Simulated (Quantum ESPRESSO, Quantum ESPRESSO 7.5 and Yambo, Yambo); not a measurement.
# CdS (Hawleyite): G0W0 on several meshes in Yambo

How does the mesh move the gap of CdS (Hawleyite)?

Calculated with Quantum ESPRESSO 7.5 and Yambo 5.3.0; PBE and many-body steps on it, plane waves.

## 1. Starting point

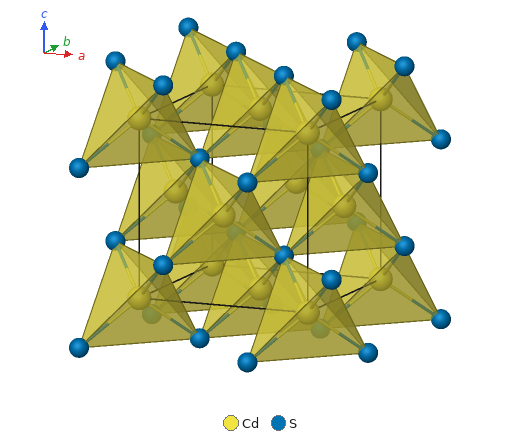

The cell as given, slightly off an axis (cadmium yellow, sulfur blue). This picture shows the conventional cell, with its axes. Some periodic images of atoms are drawn too.

The cell and positions come from the Crystallography Open Database and are kept as given unless a step says otherwise.

## 2. Empty states on the mesh, 4×4×4 mesh, 598 bands

This step: Quantum ESPRESSO 7.5; DFT, PBE, plane waves, norm-conserving pseudopotentials.

The sums over transitions need many empty states on a uniform mesh; this step solves for them.

Input file pw.in:

```
&control
  calculation = 'nscf'
  prefix = 'x'
  outdir = 'o'
  pseudo_dir = 'pseudo'
/
&system
  ibrav = 0
  nat = 2
  ntyp = 2
  ecutwfc = 94.0
  nbnd = 598
  force_symmorphic = .true.
/
&electrons
  conv_thr = 1e-9
  electron_maxstep = 80
  diago_full_acc = .true.
  diago_thr_init = 5e-6
/
ATOMIC_SPECIES
  Cd 112.41 Cd.upf
  S 32.06 S.upf
CELL_PARAMETERS angstrom
  -0.0000000000 2.9165000000 2.9165000000
  2.9165000000 -0.0000000000 2.9165000000
  2.9165000000 2.9165000000 -0.0000000000
ATOMIC_POSITIONS crystal
  Cd 0.0000000000 0.0000000000 0.0000000000
  S 0.2500000000 0.2500000000 0.2500000000
K_POINTS automatic
  4 4 4 0 0 0
```

On the command line:

```
$ OMP_NUM_THREADS=1 mpirun -n 8 pw.x -nk 4 -in pw.in > pw.out
```

Output:

```text
Program PWSCF v.7.5 starts

     This program is part of the open-source Quantum ESPRESSO suite
     for quantum simulation of materials; please cite
         "P. Giannozzi et al., J. Phys.:Condens. Matter 21 395502 (2009);
         "P. Giannozzi et al., J. Phys.:Condens. Matter 29 465901 (2017);
         "P. Giannozzi et al., J. Chem. Phys. 152 154105 (2020);
     in publications or presentations arising from this work. More details at

     Atomic positions and unit cell read from directory:
     o/x.save/

     Message from routine setup:
[...]
65.8940  67.6525  67.7258  67.7258  68.1298  68.1298  69.2984  69.8215
     [... 63 further rows ...]
   291.2363 291.9563 293.3456 293.3456 295.2869 295.7413 295.9733 295.9733
   296.9716 297.5422 297.5422 297.8662 297.8662 298.5805

          k = 0.3536 0.0000 0.0000 (  5105 PWs)   bands (ev):

     [... further k-points ...]

     highest occupied, lowest unoccupied level (ev):     6.9821    8.1268

     XML data file, pseudopotentials, collected wavefunctions

=------------------------------------------------------------------------------=
   JOB DONE.
=------------------------------------------------------------------------------=
```

Wall time 81 s (8 MPI ranks of Arm Neoverse V2, shared host); peak memory 1.9 GiB; 11 min of CPU time.

This step gave:

```
gap                                                           : 1.145 eV
k of the valence top                                          : 0, 0, 0
k of the conduction bottom                                    : 0, 0, 0
least direct gap                                              : 1.145 eV
k points computed                                             : 8
lowest point of the top converged band, above the valence top : 288.4230 eV
```

On this mesh the gap is 1.145 eV.

The density comes from a self-consistent run that is not shown.

## 3. Conversion and set-up

This step: Yambo 5.3.0; conversion and set-up on PBE, plane waves, norm-conserving pseudopotentials.

The states are converted to the many-body program's format and the q mesh is built.

On the command line:

```
$ (cd o/x.save; p2y > p2y.log; mv SAVE ../..); yambo > setup.log
```

Output:

```text
 Yambo, version 5.3.0

 [02] CORE Variables Setup
 =========================

  [02.01] Unit cells
  ==================

  Cell kind             :  FCC
  Atoms in the cell     :  Cd  S
  number of Cd atoms    :  1
  number of S  atoms    :  1

  List of atomic masses
  Mass of Cd    :  112.4100
  Mass of S     :  32.06000

  List of atomic coordinates    : [cc]
  Cd1       :  0.000000  0.000000  0.000000  order 1
  S1       :  2.755693  2.755693  2.755693  order 2

  Alat factors          :  5.511386  5.511386  5.511386 [a.u.]
  Direct lattice volume :  334.8209 [a.u.]
[...]
==========================================

 IBZ Q-points                                      :   8
 BZ  Q-points                                      :   64

 K/Q-points units:
 rlu = crystal or reduced units; cc = cartesian coordinates; iku = interal k-units

 Q [1]          [rlu]:  0.000000  0.000000  0.000000
 Q [2]          [rlu]: -0.40681E-17 -0.40681E-17  0.25000
 Q [3]          [rlu]:  0.81362E-17  0.81362E-17 -0.50000
[...]
Q [7]          [rlu]:  0.12428E-16 -0.50000     -0.50000
 Q [8]          [rlu]:  0.250000 -0.500000 -0.250000

  [03.01] X indexes
  =================

   [03.01.01] Sigma indexes
   ========================

 [06] Game Over & Game summary
```

Run time: 2.5 s. Hardware: 1 MPI rank; peak memory 0.25 GiB.

## 4. 4×4×4

Now the one-shot GW correction: screening in the RPA, then the self-energy of the levels asked for.

This step: G0W0 on PBE, plane waves, norm-conserving pseudopotentials.

Input file gw2.in:

```
HF_and_locXC
gw0
dyson
ppa
em1d
rim_cut
RandQpts= 1000000
RandGvec= 1 RL
EXXRLvcs= 94 Ry
VXCRLvcs= 376 Ry
Chimod= "HARTREE"
% BndsRnXp
 1 | 251 |
%
NGsBlkXp= 17 Ry
% LongDrXp
 1 | 1 | 1 |
%
% GbndRnge
 1 | 251 |
%
DysSolver= "n"
ExtendOut
PPAPntXp= 27.21138 eV
% QPkrange
 1 | 1 | 12 | 15 |
%
```

On the command line:

```
$ OMP_NUM_THREADS=1 mpirun -n 8 yambo -F gw2.in -J gw2 -C gw2 > gw2.log
```

Output:

```text
 Yambo, version 5.3.0

 [02] CORE Variables Setup
 =========================

  [... cell, symmetries and grids as in the set-up ...]

  [02.05] Energies & Occupations
  ==============================

  [X] === General ===
  [X] Electronic Temperature                        :  0.000000  0.000000 [eV K]
  [X] Bosonic    Temperature                        :  0.000000  0.000000 [eV K]
  [X] Finite Temperature mode                       : no
  [X] El. density                                   :  0.52403E+24 [cm-3]
  [X] Fermi Level                                   :  6.982053 [eV]

  [X] === Gaps and Widths ===
  [X] Conduction Band Min                           :  1.144727 [eV]
  [X] Valence Band Max                              :  0.000000 [eV]
  [X] Filled Bands                                  :  13
  [X] Empty Bands                                   :    14   598
  [X] Direct Gap                                    :  1.144727 [eV]
  [X] Direct Gap localized at k                     :  1
  [X] Indirect Gap                                  :  1.144727 [eV]
  [X] Indirect Gap between kpts                     :  1  1
  [X] Last valence band width                       :  2.183509 [eV]
  [X] 1st conduction band width                     :  4.279643 [eV]

 [03] Transferred momenta grid and indexing
 ==========================================

 IBZ Q-points                                      :   8
 BZ  Q-points                                      :   64

 K/Q-points units:
 rlu = crystal or reduced units; cc = cartesian coordinates; iku = interal k-units

 Q [1]          [rlu]:  0.000000  0.000000  0.000000
 Q [2]          [rlu]: -0.40681E-17 -0.40681E-17  0.25000
 Q [3]          [rlu]:  0.81362E-17  0.81362E-17 -0.50000
 Q [4]          [rlu]: -0.62139E-17  0.25000      0.25000
 Q [5]          [rlu]: -0.38278E-17  0.25000      0.50000
 Q [6]          [rlu]:  0.81362E-17  0.25000     -0.25000
 Q [7]          [rlu]:  0.12428E-16 -0.50000     -0.50000
 Q [8]          [rlu]:  0.250000 -0.500000 -0.250000

 [04] Coloumb potential Random Integration (RIM)
 ===============================================

  [04.01] RIM initialization
  ==========================

  * Diagonal components only detected *

  8 x (sBL volume)        :  0.092606 [a.u.]
  sBZ random points       :  1000000
  Points outside the sBZ  :   7987327
  RL volume               :  0.740845 [a.u.]
  Integrated volume       :  0.742020 [a.u.]

  [04.02] RIM integrals
  =====================

  Gamma point sphere radius             :  0.082066 [a.u.]
  Points outside the sphere             :   799513
  [Int_sBZ(q=0) 1/q^2]*(Vol_sBZ)^(-1/3) =:  7.764325
                                 should be <:  7.795600

  Summary of Coulomb integrals for non-metallic bands |Q|[au] RIM/Bare

  Q [1] 0.100000E-4 0.995988 * Q [2] 0.246825 1.065884
  Q [4] 0.285009 1.064810 * Q [6] 0.403064 1.027704
  Q [5] 0.472634 1.020409 * Q [3] 0.493651 1.018308
  Q [7] 0.570019 1.014905 * Q [8] 0.637300 1.011860

 [WARNING] [Xp] User bands 1-251 break level degeneracy

 [05] Dipoles
 ============

  [05.01] Setup: observables and procedures
  =========================================

 [06] Dynamic Dielectric Matrix (PPA)
 ====================================

 [SLK-Inversion]  Pools        :  2
 [SLK-Inversion]  BLACS grid   :  2  2

 [WR./gw2//ndb.pp]---------------------------------------------------------------
  Brillouin Zone Q/K grids (IBZ/BZ)                :    8   64    8   64
  RL vectors                                       :   6183 [WF]
  Coulomb cutoff potential                         : none
  Electronic Temperature                           :  0.000000 [K]
  Bosonic    Temperature                           :  0.000000 [K]
  PPA    diel. fun.  energies                      : Perdew, Burke & Ernzerhof(X)+Perdew, Burke & Ernzerhof(C)
  wavefunctions                                    : Perdew, Burke & Ernzerhof(X)+Perdew, Burke & Ernzerhof(C)
  Global Gauge                                     : length
  X matrix size                                    :   459
  X band range                                     :    1  251
  X e/h energy range                               : -1.000000 -1.000000 [eV]
  X Time ordering                                  : R
  X Hxc Kernel                                     : HARTREE
  X Drude frequency                                :  0.000000  0.000000
  X poles                                          :  100.0000 [o/o]
  RL vectors in the sum                            :   6183
  [r,Vnl] included                                 : yes
  Field direction                                  :  0.577350E-5  0.577350E-5  0.577350E-5
  BZ energy Double Grid                            : no
  BZ energy DbGd points                            : 0
  BZ Q point size factor                           : -1.000000
  X Optical Averaged directions                    : none

 [07] Local Exchange-Correlation + Non-Local Fock
 ================================================

 [VXC] Plane waves :   41151
 [EXS] Plane waves :   5161

 QP @ state[ 1 ] K range:  1  1
 QP @ state[ 1 ] b range:  12  15

 [xc] Functional : Perdew, Burke & Ernzerhof(X)+Perdew, Burke & Ernzerhof(C)
 [xc] LIBXC used to calculate xc functional
  PP Number of Atomic Species                      :  2
  NLCC RL compoments                               :   41151
  PP Number of Atomic Species                      :  2
  NLCC RL compoments                               :   41151

 [xc] E_xc :  -17.59455 [Ha]
      E_xc :  -35.18910 [Ry]

  Local XC kind (lXC) : Perdew, Burke & Ernzerhof(X)+Perdew, Burke & Ernzerhof(C)
  Non-Local XC kind (nlXC) : Hartree-Fock

  Corrections @ K [1] :  [eV]
 <12|nlXC|12> = -18.34335 -0.22510E-17 <12|lXC|12> = -15.38910  0.14161E-15
 <13|nlXC|13> = -18.34341 -0.25956E-17 <13|lXC|13> = -15.38910 -0.94408E-16
 <14|nlXC|14> = -6.737010  0.54721E-17 <14|lXC|14> = -10.63635  0.94408E-16
 <15|nlXC|15> = -5.838178  0.49252E-17 <15|lXC|15> = -10.64223  0.23602E-16

 [08] Dyson equation: Newton solver
 ==================================

  [08.01] G0W0 (W PPA)
  ====================

  [  GW  ] Bands range     :    1  251
  [GW/PPA] G damping       :  0.100000 [eV]

  QP @ state[ 1 ] K range:  1  1
  QP @ state[ 1 ] b range:  12  15

   Sc/G bands                                       :    1  251
   Sc/G damping                                     :  0.100000 ev
   Sc bands terminator                              : no
   Sx RL components                                 :   5161

   QP @ state[ 1 ] K range                          :  1  1
   QP @ state[ 1 ] b range                          :  12  15
   GF energies kind                                 : Perdew, Burke & Ernzerhof(X)+Perdew, Burke & Ernzerhof(C)
   GF WF`s kind                                     : Perdew, Burke & Ernzerhof(X)+Perdew, Burke & Ernzerhof(C)
   Xs energies kind                                 : Perdew, Burke & Ernzerhof(X)+Perdew, Burke & Ernzerhof(C)
   Xs WF`s kind                                     : Perdew, Burke & Ernzerhof(X)+Perdew, Burke & Ernzerhof(C)

 [11] Game Over & Game summary
```

Wall time 2.8 min (8 MPI ranks); peak memory 4.3 GiB; 22 min of CPU time.

Numbers from this step:

- G0W0 gap on the points computed: 2.195 eV
- starting gap on the mesh: 1.145 eV
- k of the valence top: 0, 0, 0
- k of the conduction bottom: 0, 0, 0
- least direct G0W0 gap on the computed points: 2.195 eV
- Z at the valence top: 0.7854
- Z at the conduction bottom: 0.8152

The gap on the mesh goes from 1.14 eV to 2.20 eV, a correction of +1.05 eV.

## 5. Empty states on the mesh, 2×2×2 mesh, 251 bands

This step: Quantum ESPRESSO 7.5; DFT, PBE, plane waves, norm-conserving pseudopotentials.

pw.in: that of step 2 with these lines changed.

```diff
@@ -11,3 +11,3 @@
   ecutwfc = 94.0
-  nbnd = 598
+  nbnd = 251
   force_symmorphic = .true.
@@ -31,2 +31,2 @@
 K_POINTS automatic
-  4 4 4 0 0 0
+  2 2 2 0 0 0
```

On the command line:

```
$ OMP_NUM_THREADS=1 mpirun -n 8 pw.x -nk 4 -in pw.in > pw.out
```

Output:

```text
[banner, memory and clock lines left out]
Program PWSCF v.7.5 starts

     Atomic positions and unit cell read from directory:
     o/x.save/

     Message from routine setup:
     using ibrav=0 with symmetry is DISCOURAGED, use correct ibrav instead

     Message from routine divide_et_impera:
     suboptimal parallelization: some nodes have no k-points

     bravais-lattice index     =            0
     lattice parameter (alat)  =       7.7943  a.u.
     unit-cell volume          =     334.8209 (a.u.)^3
     number of atoms/cell      =            2
[...]
[... 20 further rows ...]
[...]
159.4916 159.4916 159.7981

          k =-0.3536-0.3536 0.3536 (  5168 PWs)   bands (ev):

[...]
[... 20 further rows ...]
[...]
161.2871 162.2393 162.2393

          k =-0.7071 0.0000 0.0000 (  5138 PWs)   bands (ev):

[...]
66.1944  68.2501  68.2501  68.4884  69.6523  70.4469  70.9098  71.5432
     [... 20 further rows ...]
   159.9058 160.0429 160.0429 160.4123 160.4123 161.0170 163.0886 163.2029
   163.5892 163.5892 163.6889

     highest occupied, lowest unoccupied level (ev):     6.9821    8.1268

     XML data file, pseudopotentials, collected wavefunctions
```

Wall time 8.2 s (8 MPI ranks); peak memory 0.82 GiB.

Numbers from this step:

```
gap                                                           : 1.145 eV
k of the valence top                                          : 0, 0, 0
k of the conduction bottom                                    : 0, 0, 0
least direct gap                                              : 1.145 eV
k points computed                                             : 3
lowest point of the top converged band, above the valence top : 152.8160 eV
```

On this mesh the gap is 1.145 eV.

(Part 1 of 2 ends here.)

[Paths, hosts, dates, memory and timing lines, banners, echoed tables and standing remarks are left out of the program output.]

[Logs are printed without paths, hosts, clocks, repeated set-up lines and the standing remarks that a program may print on its own settings, such as how far it seeks lower states.]

[Runs of the session that timed out or met a known fault of the program may be left out.]

[Hosts, paths, dates, database ids (printed as entryN), source tags and the programs' standing remarks are cut or masked in the printed files.]
